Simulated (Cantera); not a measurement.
Input: 1 mol HMDSO, 0.26 mol O₃, 0.71 mol H₂, held at 0.263 Torr.

Cantera equilibrium calculation (NASA polynomials, part measured and part estimated; ideal gas, pure solids and liquids). Candidate condensed phases: C, C₆H₆, C₇H₈, C₈H₁₈, H₂O, Si, SiC, SiO₂; 123 gas species. The feed counts by its element totals alone. Mutual solubility and eutectic melting of coexisting phases are not modelled. The tables hold silica as quartz up to 1696 K and as liquid above; real silica turns to tridymite and cristobalite and melts near 1996 K. Rates play no part.

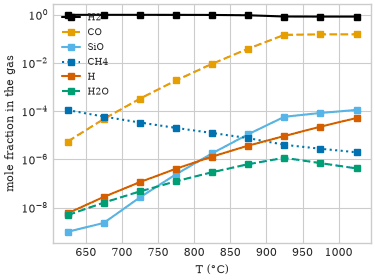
Equilibrium gas composition (values under 1e-9 drawn at 1e-9)

From 625 °C to 925 °C the condensed part is C(graphite) + SiC(s) + SiO₂(β-quartz). From 975 °C to 1025 °C the condensed part is C(graphite) + SiC(s).
